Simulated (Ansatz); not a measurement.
```xyz
3

F    -1.5376    0.8023   -0.7605
Zn   -0.1296    0.0461   -0.0665
Br    1.6563   -0.9132    0.8138
```

Geometry: PBE0-D4/def2-TZVP.

Level of theory: RKS PBE0-D4/def2-TZVPP in Ansatz.

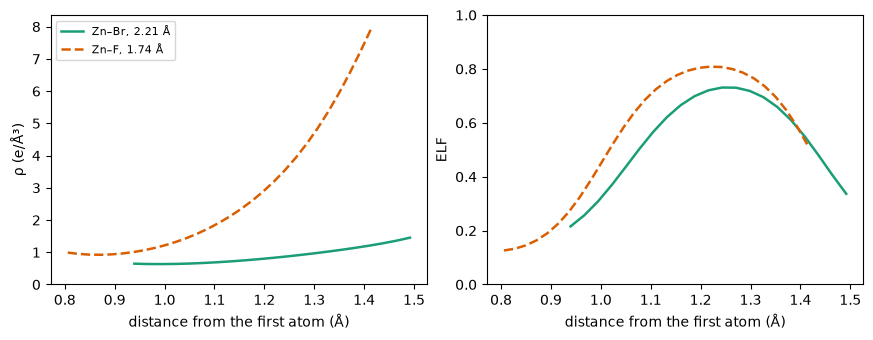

BrFZn (SMILES [F][Zn][Br]). Electron density and ELF along straight lines between neighbouring atoms. The curves leave out the atomic cores.

What can be read from the curves?

Answer. Zn–Br (2.21 Å): ρ is about 0.69 e/Å³ halfway; the ELF peaks at about 0.75 in the valence shell of Br, 1.0 Å from its nucleus, and is about 0.55 at the midpoint.
Zn–F (1.74 Å): the density is about 0.92 e/Å³ at the midpoint; the ELF peaks at about 0.80 in the valence shell of F, 0.5 Å from its nucleus, and is about 0.15 at the midpoint.
